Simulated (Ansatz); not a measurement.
# Nb(100) with 4 thermally displaced layers, 2x2: scattering by thermal displacements, part 2 of 3

How much do lattice vibrations at 273 K scatter the electrons of Nb? Layers with random displacements are laid between perfect leads, and the resistance is followed against their length.

Ansatz 0.2.0; Ansatz plane-wave DFT, PBE, PAW files; ballistic transport by layer matching (Landauer), zero bias; PAW set soft_1.

So far, open channels per spin nearest the Fermi level: step 2 (with 4 displaced layers) 10.6.

### 3. With 8 displaced layers

System of this step: Nb(100) with 8 thermally displaced layers, 2x2. The cell holds 72 atoms: 72 Nb. Its edges and angles: a = 6.613 Å, b = 6.613 Å, c = 29.757 Å, α = 90.0°, β = 90.0°, γ = 90.0°. It derives from Nb. Regions: lead, 40 atoms (40 Nb); scattering region, 32 atoms (32 Nb). The structure is stacked along c, and the current runs across the ab planes.

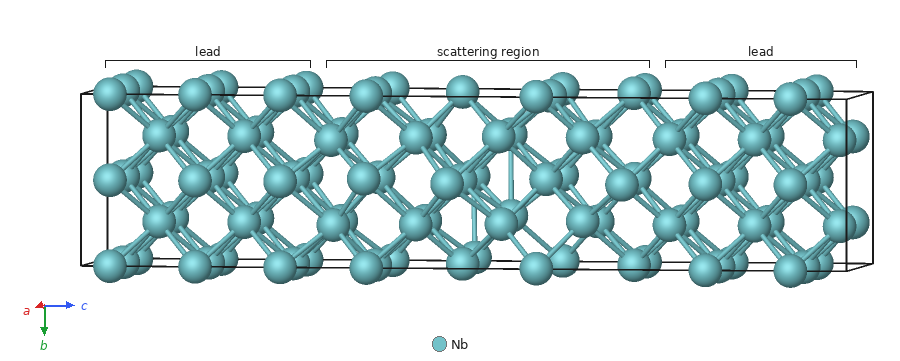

The cell of this step (niobium teal). Some periodic images of atoms are drawn too.

input.yaml

```yaml
crystal:
  lattice:
    - [6.6126, 0.0, 0.0]
    - [0.0, 6.6126, 0.0]
    - [0.0, 0.0, 29.7567]
  atoms:
    - { symbol: Nb, position: [0.0, 0.0, 0.0277777778] }
    - { symbol: Nb, position: [0.0, 0.5, 0.0277777778] }
    - { symbol: Nb, position: [0.5, 0.0, 0.0277777778] }
    - { symbol: Nb, position: [0.5, 0.5, 0.0277777778] }
    - { symbol: Nb, position: [0.25, 0.25, 0.0833333333] }
    - { symbol: Nb, position: [0.25, 0.75, 0.0833333333] }
    - { symbol: Nb, position: [0.75, 0.25, 0.0833333333] }
    - { symbol: Nb, position: [0.75, 0.75, 0.0833333333] }
    - { symbol: Nb, position: [0.0, 0.0, 0.1388888889] }
    - { symbol: Nb, position: [0.0, 0.5, 0.1388888889] }
    - { symbol: Nb, position: [0.5, 0.0, 0.1388888889] }
    - { symbol: Nb, position: [0.5, 0.5, 0.1388888889] }
    - { symbol: Nb, position: [0.25, 0.25, 0.1944444444] }
    - { symbol: Nb, position: [0.25, 0.75, 0.1944444444] }
    - { symbol: Nb, position: [0.75, 0.25, 0.1944444444] }
    - { symbol: Nb, position: [0.75, 0.75, 0.1944444444] }
    - { symbol: Nb, position: [0.0, 0.0, 0.25] }
    - { symbol: Nb, position: [0.0, 0.5, 0.25] }
    - { symbol: Nb, position: [0.5, 0.0, 0.25] }
    - { symbol: Nb, position: [0.5, 0.5, 0.25] }
    - { symbol: Nb, position: [0.2459918206, 0.2563578578, 0.3045816931] }
    - { symbol: Nb, position: [0.2550609793, 0.7612933486, 0.3041615089] }
    - { symbol: Nb, position: [0.7641965406, 0.2686981606, 0.308320127] }
    - { symbol: Nb, position: [0.763436892, 0.7626452212, 0.3113318011] }
    - { symbol: Nb, position: [0.0021428336, 2.40279e-05, 0.3626563032] }
    - { symbol: Nb, position: [0.9895292074, 0.482093064, 0.3588513611] }
    - { symbol: Nb, position: [0.5042953925, 0.0054539419, 0.3571748807] }
    - { symbol: Nb, position: [0.4782851091, 0.4963551226, 0.3606293006] }
    - { symbol: Nb, position: [0.2494327522, 0.2577402937, 0.4198150033] }
    - { symbol: Nb, position: [0.2526620586, 0.7570637844, 0.4138607034] }
    - { symbol: Nb, position: [0.7364380715, 0.2527236467, 0.4183695679] }
    - { symbol: Nb, position: [0.7583730296, 0.7568338602, 0.4186757602] }
    - { symbol: Nb, position: [0.0093366956, 0.9797986476, 0.4703412516] }
    - { symbol: Nb, position: [0.0052476425, 0.5068791698, 0.4683481634] }
    - { symbol: Nb, position: [0.5135244972, 0.9949406047, 0.471626738] }
    - { symbol: Nb, position: [0.5031569188, 0.5086427188, 0.4685505025] }
    - { symbol: Nb, position: [0.2614129322, 0.2508911344, 0.5258029138] }
    - { symbol: Nb, position: [0.246826312, 0.7247989616, 0.5261185457] }
    - { symbol: Nb, position: [0.7520972787, 0.2418251923, 0.5269373919] }
    - { symbol: Nb, position: [0.7483079425, 0.7505577946, 0.5303927016] }
    - { symbol: Nb, position: [0.9997129708, 0.9970027692, 0.5847133702] }
    - { symbol: Nb, position: [0.0239418008, 0.4960483824, 0.5846473257] }
    - { symbol: Nb, position: [0.4818148846, 0.0155125116, 0.5850227079] }
    - { symbol: Nb, position: [0.5153661572, 0.4993190806, 0.580661586] }
    - { symbol: Nb, position: [0.2602160403, 0.258687663, 0.6366674904] }
    - { symbol: Nb, position: [0.2330181888, 0.7551781485, 0.6384497737] }
    - { symbol: Nb, position: [0.7801162677, 0.2429182099, 0.637534685] }
    - { symbol: Nb, position: [0.7487229731, 0.730803168, 0.636611002] }
    - { symbol: Nb, position: [0.0189582398, 0.9984853192, 0.6928857215] }
    - { symbol: Nb, position: [0.9853359924, 0.5066925249, 0.696131037] }
    - { symbol: Nb, position: [0.502956722, 0.9955128079, 0.6952272486] }
    - { symbol: Nb, position: [0.5043994304, 0.4921499225, 0.6960388925] }
    - { symbol: Nb, position: [0.25, 0.25, 0.75] }
    - { symbol: Nb, position: [0.25, 0.75, 0.75] }
    - { symbol: Nb, position: [0.75, 0.25, 0.75] }
    - { symbol: Nb, position: [0.75, 0.75, 0.75] }
    - { symbol: Nb, position: [0.0, 0.0, 0.8055555556] }
    - { symbol: Nb, position: [0.0, 0.5, 0.8055555556] }
    - { symbol: Nb, position: [0.5, 0.0, 0.8055555556] }
    - { symbol: Nb, position: [0.5, 0.5, 0.8055555556] }
    - { symbol: Nb, position: [0.25, 0.25, 0.8611111111] }
    - { symbol: Nb, position: [0.25, 0.75, 0.8611111111] }
    - { symbol: Nb, position: [0.75, 0.25, 0.8611111111] }
    - { symbol: Nb, position: [0.75, 0.75, 0.8611111111] }
    - { symbol: Nb, position: [0.0, 0.0, 0.9166666667] }
    - { symbol: Nb, position: [0.0, 0.5, 0.9166666667] }
    - { symbol: Nb, position: [0.5, 0.0, 0.9166666667] }
    - { symbol: Nb, position: [0.5, 0.5, 0.9166666667] }
    - { symbol: Nb, position: [0.25, 0.25, 0.9722222222] }
    - { symbol: Nb, position: [0.25, 0.75, 0.9722222222] }
    - { symbol: Nb, position: [0.75, 0.25, 0.9722222222] }
    - { symbol: Nb, position: [0.75, 0.75, 0.9722222222] }
kpoints:
  mp_grid: { grid: [4, 4, 1] }
hamiltonian:
  xc: pbe
  pseudopotentials: { kind: paw, azcp: { folder: soft_1 } }
scf:
  occupations: { method: fermi_dirac, width: 0.1 }
output:
  transmission: { leads: [[0, 4]], kmesh: [8, 8], e_range: [-0.05, 0.05], de: 0.05 }
  write_potential: true
  write_density: true
  volumetric_format: npy
```

Launch:

```
$ ansatz run input.yaml --threads 4 --pin off --max-ram 15360MiB --backend cpu --events-out ev --progress --plain --runs-dir out
```

Numbers of over 12 decimals in the logs are rounded to 6 here.

What it wrote:

```text
[...]
Crystal: 72 atoms, lattice volume = 1301.156 Å³
Basis set: ecut = 420 eV, 25467 PW (Γ)
Bands: 562, of which v1, the nominal top of the filled ones, is band 468 counted from 1 (467 counted from 0)
Symmetry: 1 space group operations
[...]
k-points: 10 of 16 (time reversal used)
[...]
SCF iter   1: F=—  HF=-327798.681575 eV  |F-HF|=—  |Δ(HF+E_count)|=         —  Δρ=7.74e-2  dr2=9.47e1  ethr=3.10e-3  ⟨swp⟩=5.9  Hψ=22186  notcnv=0
[...]
SCF iter   8: F=-327766.467297 eV  HF=-327766.467297 eV  |F-HF|=6.11e-9  |Δ(HF+E_count)|=   7.97e-9  Δρ=1.20e-6  dr2=1.78e-8  ethr=1.07e-11  ⟨swp⟩=8.5  Hψ=13731  notcnv=0
SCF 1 converged in 8 iterations: F = -327766.467297 eV  dr2 = 1.78e-8
[...]
transmission: 192 of 1870 steps passed
transmission: 375 of 1870 steps passed
[...]
transmission: 1870 of 1870 steps passed
SCF converged after 8 iterations
Free energy (F): -327766.467297 eV
[...]
Internal energy: -327763.051938 eV  (E = F + TS)
E sigma→0 (E₀):  -327764.759617 eV
Entropy (-TS):   -3.415359 eV (-47.436 meV/atom)
Fermi energy:    17.752852 eV
[...]
--- Band table (eV; the first three rows and the last of 10) ---
  k-point 0: bands = [... 464 lower, 18.2063, 18.2271, 18.2986, 18.3171, 18.3472, 18.3590, 18.3830, 18.3899, ... 90 higher]
  k-point 1: bands = [... 464 lower, 17.9940, 18.0154, 18.0385, 18.0618, 18.0666, 18.0713, 18.1157, 18.1576, ... 90 higher]
  k-point 2: bands = [... 464 lower, 17.6814, 17.6903, 17.6998, 17.7069, 17.7163, 17.7265, 17.7405, 17.7470, ... 90 higher]
  k-point 9: bands = [... 464 lower, 17.1123, 17.1266, 17.1601, 17.1645, 17.1861, 17.2054, 17.2132, 17.2167, ... 90 higher]
--- Transmission ---
  basis      : 385 plane waves across, 55 finite elements along
  points     : 34, standing for a mesh of 8 x 8
[...]
channels       : 1.060938e1 a spin
[...]
junction   : crystal 0 to crystal 0, 0.70 to 28.80 Å
    transmission   : 6.693319e0 a spin
[...]
```

The job ended after 25 min (4 threads of Arm Neoverse V2, shared host; peak memory 8.2 GiB).

This step gave:

```yaml
free_energy: -327766.4673 eV
energy_at_zero_smearing: -327764.7596 eV
fermi_energy: 17.75 eV
transmission_per_spin_nearest_the_fermi_level: 6.693
step_of_the_lead_s_potential: 1.6 meV
```

Per spin. The transmission, zone mean by energy, zero at the Fermi level:

```csv
energy (eV),"transmission, zone mean"
-0.0500,6.99
0.0000,6.69
0.0500,6.56
```

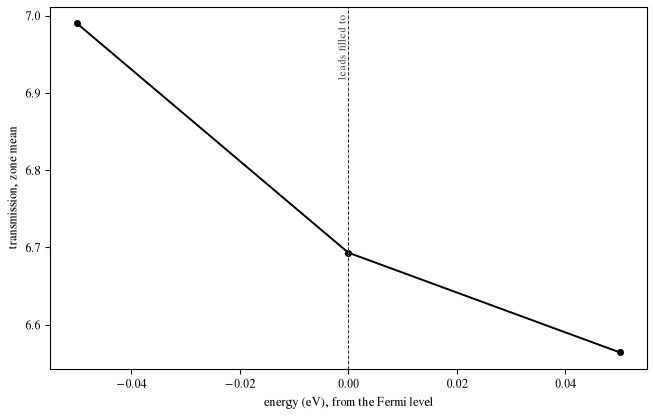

Transmission, zone mean, plotted against energy.

Over the solved energies the transmission per spin lies between 6.56 and 6.99, out of 10.7 channels of the lead on average (up to 11.4).

(Continued in part 3 of 3.)

[Logs are printed without paths, hosts, clocks, repeated set-up lines and the standing remarks that a program may print on its own settings, such as how far it seeks lower states.]

[Hosts, paths, dates, database ids (printed as entryN), source tags and the programs' standing remarks are cut or masked in the printed files.]
